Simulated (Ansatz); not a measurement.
System: AlF$_{2}$H$_{2}$N.

Input

```
crystal:
  periodic: [false, false, false]
  atoms:
    - { symbol: Al, position_ang: [0.0, 0.0, 0.0] }
    - { symbol: F, position_ang: [0.0, 0.0, 1.69] }
    - { symbol: "N", position_ang: [1.6627, 0.0, -0.96] }
    - { symbol: H, position_ang: [2.1293, -0.9179, -1.2118] }
    - { symbol: H, position_ang: [2.1141, 0.9179, -1.2382] }
    - { symbol: F, position_ang: [-1.4635, 0.0, -0.845] }
basis:
  gaussian: { orbitals: def2-SVP }
hamiltonian:
  xc: b3lyp
  dispersion: d4
relax:
  f_tol: 0.02
  max_steps: 40
output:
  orbitals: {}
```

Run with:

```sh
ansatz run input.yaml --threads 1 --pin off --max-ram 2048MiB --backend cpu --events-out ev --progress --plain --runs-dir out
```

The fields are those of the run's last geometry, not of the input's.

Method: RKS B3LYP-D4/def2-SVP (Ansatz 0.2.0).

What will maps of the electron density and electron localisation function show?

Answer. Al–F (1.66 Å): the density is about 0.81 e/Å³ at the midpoint; the ELF peaks at about 0.85 in the valence shell of F, 0.6 Å from its nucleus, and is about 0.30 at the midpoint.
Al–N (1.75 Å): ρ at the midpoint is about 0.87 e/Å³; the ELF peaks at about 0.90 in the valence shell of N, 0.7 Å from its nucleus, and is about 0.60 at the midpoint.
N–H (1.01 Å): ρ is about 2.8 e/Å³ halfway; the ELF climbs to about 1 towards the hydrogen, as it does in any bond to H; a covalent bond by its length.

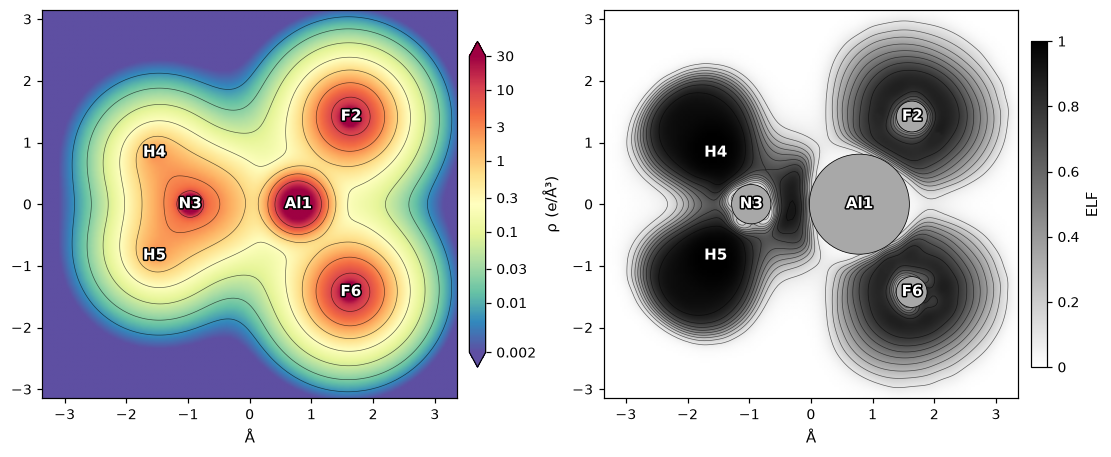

Computed electron density and electron localisation function on the molecular plane, in this order. Grey discs cover the atomic cores in the ELF map. 
